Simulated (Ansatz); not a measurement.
```xyz
6

F    -1.5716   -0.3485   -0.6711
Ga    1.1090    1.2692   -0.9375
Si   -0.2838   -0.3506    0.2961
H     0.4415   -1.6402    0.2768
H    -0.5643    0.2477    1.6201
H     1.9382    2.2965   -1.7605
```

Geometry: PBE0-D3(BJ)/def2-SVP.

The calculation used isolated molecule in a Gaussian basis; Kohn-Sham density functional theory, functional PBE0 in Ansatz.

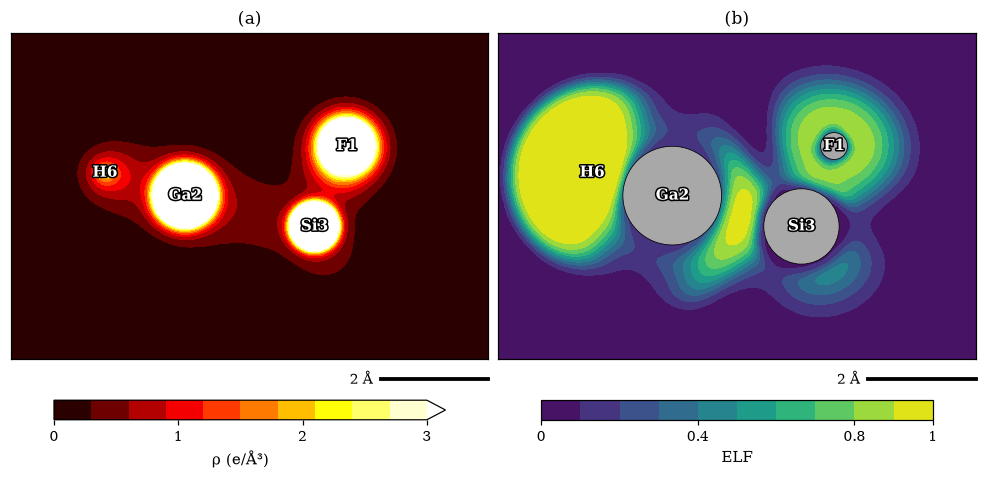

FGaH₃Si (SMILES F[SiH2][GaH+]) (charge +1). (a) electron density; (b) electron localisation function on the plane of atoms F1, Si3 and Ga2. Grey discs cover the atomic cores in the ELF map.

Question: What does the map show?

Answer: Atoms in the plane: F, Ga, Si and H.
Si–F (1.61 Å): ρ at the midpoint is about 1.2 e/Å³; the ELF peaks at about 0.85 in the valence shell of F, 0.6 Å from its nucleus, and is about 0.55 at the midpoint.
Ga–Si (2.47 Å): ρ at the midpoint is about 0.51 e/Å³; the ELF peaks at about 0.95 between the atoms (localised, covalent bonding).
Ga–H (1.56 Å): the density is about 1.1 e/Å³ at the midpoint; the ELF climbs to about 1 towards the hydrogen.
The ELF also peaks beside F1, away from the bonds: lone-pair regions.
